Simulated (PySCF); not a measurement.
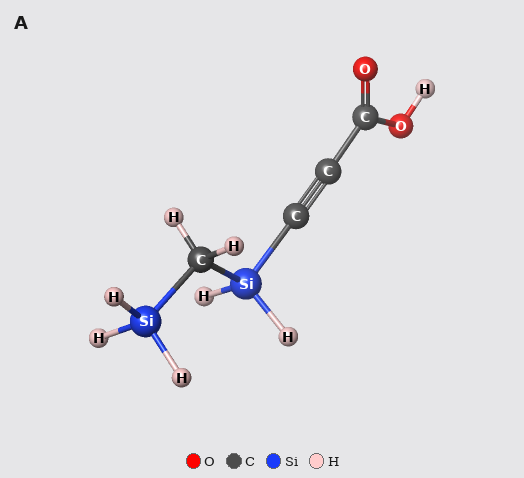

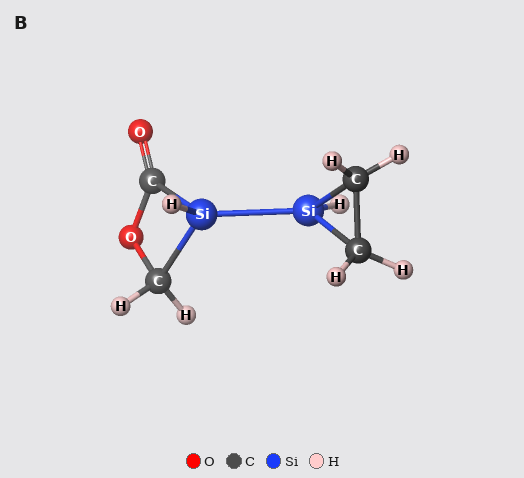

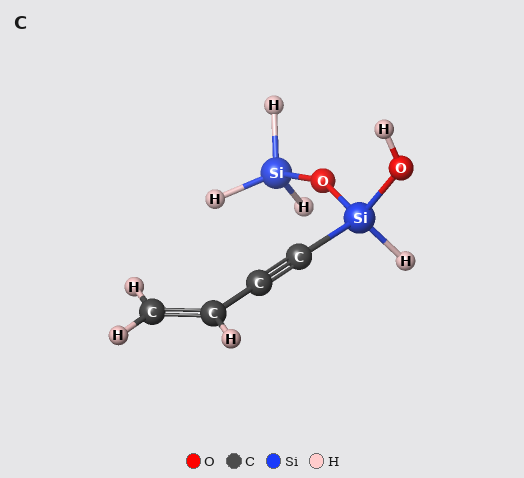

3 stationary structures of one formula. Geometries: GFN2-xTB. Electronic energies: PBE0/def2-SVPD (PySCF 2.14.0), without zero-point energy. No frequency run is at hand to confirm each as a minimum. Each is one conformer, not always the lowest.

Question: How are they related?

Answer: They are constitutional isomers of C4H8O2Si2: A `O=C(O)C#C[SiH2]C[SiH3]`, B `O=C1OC[Si@H]1[SiH]1CC1`, C `C=CC#C[Si@H](O)O[SiH3]`.

Question: Rank them by energy, lowest first.

Answer: C is lowest; A lies 202.4 kJ/mol above it, B lies 220.8 kJ/mol above it.

The geometry is semi-empirical. Around Si such bond lengths and angles can be off by a tenth of an ångström or more and by several degrees, and values that hang on the shape move with them.
